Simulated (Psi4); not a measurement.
# HF/STO-3G run of SnTe (SMILES [Sn][Te])

Aim: the vertical electron affinity of SnTe at HF/STO-3G, from 2 runs. 

The calculation is run with Psi4 1.11.

1 further run of the same task is left out (set aside as unsound or not needed).

## 1. Starting point

The species is SnTe (2 atoms), meant as a singlet with charge 0. SMILES: `[Sn][Te]`. The shape is that of a PBE0-D4/def2-TZVP optimisation.

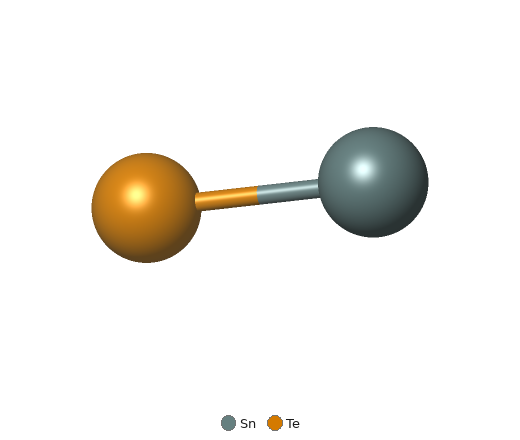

Viewed from a chosen angle; tin teal, tellurium orange.

## 2. Energy and forces at HF/STO-3G

The input, job.inp:

```
memory 1600 MB

molecule system {
  0 1
  Sn     0.000000     0.000000     0.009440
  Te     0.000000     0.000000     2.527330
  units angstrom
  symmetry c1
  no_reorient
  no_com
}

set {
  puream true
  e_convergence 1e-09
  d_convergence 1e-08
  scf_type pk
}

gradient("hf/STO-3G")
print_variables()
```

On the command line:

```sh
$ psi4 job.inp job.out -n 1
```

job.out:

```text
[...]
  Running in c1 symmetry.
[...]
  Nuclear repulsion =  546.434017269221386
[...]
  Multiplicity = 1
[...]
  Nalpha       = 51
  Nbeta        = 51
[...]
    Number of basis functions: 54
[...]
   @RHF iter   1: -12510.42578236468762   -4.63894e+00   5.22494e-03 DIIS/ADIIS
[...]
   @RHF iter   9: -12510.45603884178854    0.00000e+00   3.87245e-09 DIIS
[...]
    Orbital Energies [Eh]
    ---------------------
    Doubly Occupied:
       1A   -1118.541343     2A   -1029.862656     3A   -168.982709
       4A   -160.447926     5A   -160.447720     6A   -160.447720
       7A   -153.497519     8A   -145.326511     9A   -145.326511
      10A   -145.325833    11A    -33.448392    12A    -30.397713
      13A    -30.396061    14A    -30.396061    15A    -29.578395
      16A    -26.560816    17A    -26.560816    18A    -26.558583
      19A    -21.476286    20A    -21.476064    21A    -21.476064
      22A    -21.474899    23A    -21.474899    24A    -18.163655
      25A    -18.163655    26A    -18.161275    27A    -18.161275
      28A    -18.159959    29A     -5.876493    30A     -4.799220
      31A     -4.528311    32A     -4.520668    33A     -4.520668
      34A     -3.552901    35A     -3.552901    36A     -3.544863
[...]
  @RHF Final Energy: -12510.45603884178854
   => Energetics <=
    Nuclear Repulsion Energy =            546.4340172692213855
    One-Electron Energy =              -18376.6091665030071454
    Two-Electron Energy =                5319.7191103919985835
    Total Energy =                     -12510.4560388417885406
[...]
 Multipole Moments:
 ------------------------------------------------------------------------------------
     Multipole            Electronic (a.u.)      Nuclear  (a.u.)        Total (a.u.)
 ------------------------------------------------------------------------------------
 L = 1.  Multiply by 2.5417464519 to convert [e a0] to [Debye]
 Dipole X            :         -0.0000000            0.0000000           -0.0000000
 Dipole Y            :          0.0000000            0.0000000            0.0000000
 Dipole Z            :       -250.8975621          249.2419502           -1.6556119
 Magnitude           :                                                    1.6556119
[...]
  -Total Gradient:
     Atom            X                  Y                   Z
    ------   -----------------  -----------------  -----------------
       1       -0.000000000000    -0.000000000000    -0.027303729238
       2        0.000000000000     0.000000000000     0.027303733132
[...]
```

Run time: 5.7 s. Hardware: 1 thread of Intel Xeon Platinum 8259CL at 2.50GHz (Skylake/Cascade Lake), shared host; peak memory 0.2 GiB.

## 3. The doublet anion: a single-point energy at UHF/STO-3G

The input, job.json:

```json
{
 "schema_name": "qcschema_input",
 "schema_version": 1,
 "molecule": {
  "schema_name": "qcschema_molecule",
  "schema_version": 2,
  "symbols": ["Sn", "Te"],
  "geometry": [0.0, 0.0, 0.01783901, 0.0, 0.0, 4.77596153],
  "molecular_charge": -1,
  "molecular_multiplicity": 2,
  "fix_symmetry": "c1",
  "fix_com": true,
  "fix_orientation": true
 },
 "driver": "energy",
 "model": {
  "method": "scf",
  "basis": "STO-3G"
 },
 "keywords": {
  "reference": "uhf",
  "puream": true,
  "e_convergence": 1e-09,
  "d_convergence": 1e-08,
  "scf_type": "pk",
  "maxiter": 100,
  "scf_properties": ["DIPOLE", "LOWDIN_CHARGES", "QUADRUPOLE"]
 }
}
```

On the command line:

```sh
$ psi4 --qcschema job.json -n 1 --memory 1600MB
```

stdout:

```text
[...]
  Running in c1 symmetry.
[...]
  Nuclear repulsion =  546.434016583498988
[...]
  Multiplicity = 2
[...]
  Nalpha       = 52
  Nbeta        = 51
[...]
    Number of basis functions: 54
[...]
   @UHF iter   1: -12510.27701718953722   -4.49017e+00   5.30150e-03 ADIIS/DIIS
[...]
   @UHF iter  12: -12510.32643247441410   -5.45697e-12   6.11080e-09 DIIS
[...]
   @S^2 Observed:                7.688219839E-01
[...]
    Orbital Energies [Eh]
    ---------------------
    Alpha Occupied:
       1A   -1118.235328     2A   -1029.522865     3A   -168.678431
       4A   -160.143521     5A   -160.143263     6A   -160.143257
       7A   -153.159765     8A   -144.988943     9A   -144.988692
      10A   -144.987865    11A    -33.146747    12A    -30.096408
      13A    -30.094707    14A    -30.094059    15A    -29.244404
      16A    -26.227762    17A    -26.226538    18A    -26.225030
      19A    -21.174732    20A    -21.174684    21A    -21.173866
      22A    -21.172674    23A    -21.172557    24A    -17.828982
      25A    -17.828383    26A    -17.828085    27A    -17.825719
      28A    -17.825143    29A     -5.581724    30A     -4.476866
      31A     -4.235161    32A     -4.227592    33A     -4.224392
      34A     -3.234614    35A     -3.228271    36A     -3.224522
[...]
  @UHF Final Energy: -12510.32643247441410
   => Energetics <=
    Nuclear Repulsion Energy =            546.4340165834989875
    One-Electron Energy =              -18407.9762951298907865
    Two-Electron Energy =                5351.2158460719783761
    Total Energy =                     -12510.3264324744141049
  UHF NO Occupations:
  HONO-2 :   50  A 1.9981879
  HONO-1 :   51  A 1.9923704
[...]
 Multipole Moments:
 ------------------------------------------------------------------------------------
     Multipole            Electronic (a.u.)      Nuclear  (a.u.)        Total (a.u.)
 ------------------------------------------------------------------------------------
 L = 1.  Multiply by 2.5417464519 to convert [e a0] to [Debye]
 Dipole X            :          0.0000000            0.0000000            0.0000000
 Dipole Y            :          0.0000000            0.0000000            0.0000000
 Dipole Z            :       -252.8281310          249.2419501           -3.5861810
 Magnitude           :                                                    3.5861810
 L = 2.  Multiply by 1.3450342976 to convert [e a0^2] to [Debye ang]
 Quadrupole XX       :        -39.2900985            0.0000000          -39.2900985
 Quadrupole XY       :         -1.0540767            0.0000000           -1.0540767
[...]
```

The result, in JSON:

```text
{
 "driver": "energy",
 "model": {
  "method": "scf",
  "basis": "STO-3G"
 },
 "success": true,
 "return_result": -12510.326432474414,
 "properties": {
  "calcinfo_nbasis": 54,
  "calcinfo_nmo": 54,
  "calcinfo_nalpha": 52,
  "calcinfo_nbeta": 51,
  "calcinfo_natom": 2,
  "nuclear_repulsion_energy": 546.434016583499,
  "return_energy": -12510.326432474414,
  "scf_one_electron_energy": -18407.97629512989,
  "scf_two_electron_energy": 5351.215846071978,
  "scf_dipole_moment": [2.5529010933095045e-14, 1.0750171893329995e-14, -3.586180987396915],
  "scf_total_energy": -12510.326432474414,
  "scf_iterations": 12
 }
}
```

It took 2.7 s on 1 thread of Intel Xeon Platinum 8259CL at 2.50GHz (Skylake/Cascade Lake), shared host; peak memory 0.2 GiB.

## 4. Results

Level: HF/STO-3G.

| quantity | value |
| --- | --- |
| singlet SnTe: total energy | -12510.45604 Eh |
| singlet SnTe: dipole moment | 4.21 D |
| singlet SnTe: HOMO energy | -5.48 eV |
| singlet SnTe: LUMO energy | 3.87 eV |
| singlet SnTe: HOMO–LUMO gap | 9.35 eV |
| singlet SnTe: largest force on an atom | 1.404 eV/Å |
| doublet anion: total energy | -12510.32643 Eh |
| doublet anion: HOMO energy (highest over α and β) | 3.46 eV |
| doublet anion: LUMO energy (lowest over α and β) | 10.47 eV |
| doublet anion: ⟨S²⟩ | 0.769 |
| vertical electron affinity (to the doublet anion) | -3.527 eV |

**Reading.** The anion lies 3.53 eV (81 kcal/mol) above the neutral: the electron isn't bound at this level, and such a value depends on the basis. Without diffuse functions anions come out too high. Hartree–Fock misses the correlation that binds many anions. The largest force (singlet SnTe) is 1.40 eV/Å: the shape isn't a stationary point for this species at this level. In a minimal basis such a difference can be off by several eV, whatever the method. Relativity is left out (singlet SnTe) although the molecule holds a heavy atom. The HOMO (doublet anion) lies at positive energy, 3.46 eV: the electron is unbound at this level or held by a compact basis; values depend on the basis. Relativity is left out (doublet anion) although the molecule holds a heavy atom.
